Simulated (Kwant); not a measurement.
System: wire with an abrupt hard-wall neck in a InAs two-dimensional gas. Effective mass 0.023 mₑ, grid spacing 10 nm, hard walls, nominal width 200 nm (19 grid rows, so walls 200 nm apart), one parabolic valley, scattering region 600 nm long along x; energies count from the band bottom; Fermi energy swept from 0.00020436 to 0.01469 eV. Central neck 54 nm wide and 140 nm long.

The device is made up for the run: typed textbook-type constants, with dimensions and the other settings drawn at random.

Computed with Kwant: effective-mass tight-binding model on a square grid, one spin, coherent transport at 0 K. Conductance is in e²/h.

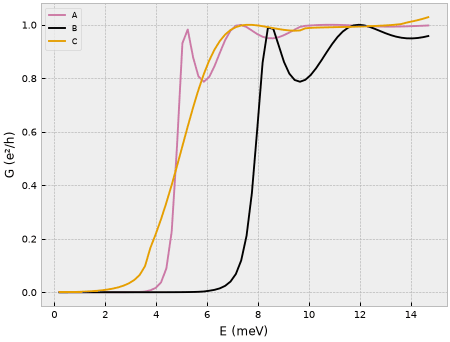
Figure. G (e²/h) of 3 runs

| E (meV) | A | B | C |
|---|---|---|---|
| 0.2044 | 0 | 0 | 0 |
| 1.044 | 1.3e-6 | 2.4e-7 | 0.0017 |
| 1.884 | 1.4e-5 | 1.8e-6 | 0.0074 |
| 2.724 | 0.00015 | 7.9e-6 | 0.025 |
| 3.563 | 0.0026 | 3.1e-5 | 0.097 |
| 4.403 | 0.089 | 0.00013 | 0.33 |
| 5.243 | 0.98 | 0.00064 | 0.62 |
| 6.083 | 0.80 | 0.0054 | 0.87 |
| 6.922 | 0.98 | 0.040 | 0.98 |
| 7.762 | 0.98 | 0.37 | 1.00 |
| 8.602 | 0.95 | 0.99 | 0.99 |
| 9.442 | 0.98 | 0.79 | 0.98 |
| 10.28 | 1.00 | 0.84 | 0.99 |
| 11.12 | 1.00 | 0.95 | 0.99 |
| 11.96 | 1.00 | 1.00 | 0.99 |
| 12.80 | 0.99 | 0.98 | 1.00 |
| 13.64 | 0.99 | 0.95 | 1.00 |
| 14.69 | 1.00 | 0.96 | 1.03 |

Task: Column A is the base. The others each differ by one change: effective mass 0.023 → 0.014 mₑ; neck length 140 → 42 nm. Which is which?

Result: B: effective mass 0.023 → 0.014 mₑ; C: neck length 140 → 42 nm.
